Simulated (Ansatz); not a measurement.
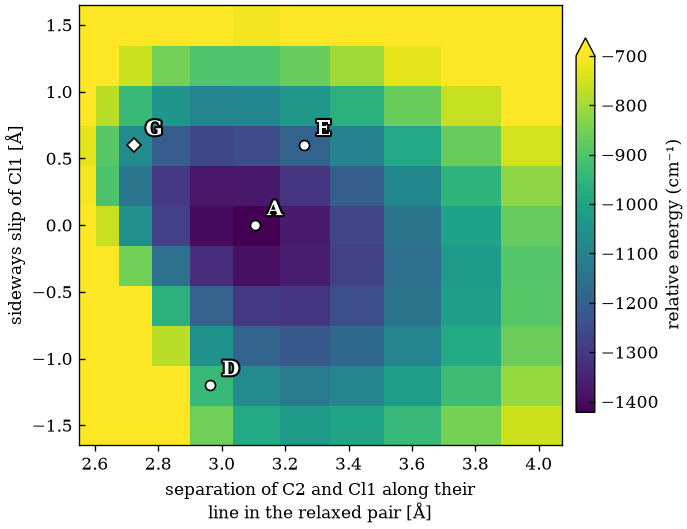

The pair Cl···CO, charge −1. Coordinates scanned: (1) separation of C2 and Cl1 along their line in the relaxed pair; (2) sideways slip of Cl1. Nothing is relaxed (both partners rigid). The scan uses an 11 × 11 grid. Points are written as (first, second). Energies: cm⁻¹, counted from the ion and the molecule far apart, frozen as in the relaxed pair, each in its own basis (no counterpoise correction). The calculation used RKS wB97X-V/def2-SVPD (Ansatz).

The picture shows one coloured cell a grid point, one colour for all values above the top of the scale, lettered points.

Is A the lowest point of the computed grid?

Answer. Yes. A, at (3.106 Å, 0.0 Å), has the lowest energy of the grid.

What kind of point is each of A, D, E, G: minimum, saddle, maximum or slope?

Answer. A: minimum; D: on a slope; E: on a slope; G: on a slope. (In these two coordinates alone; a stationary point may lie a little off the grid point.)
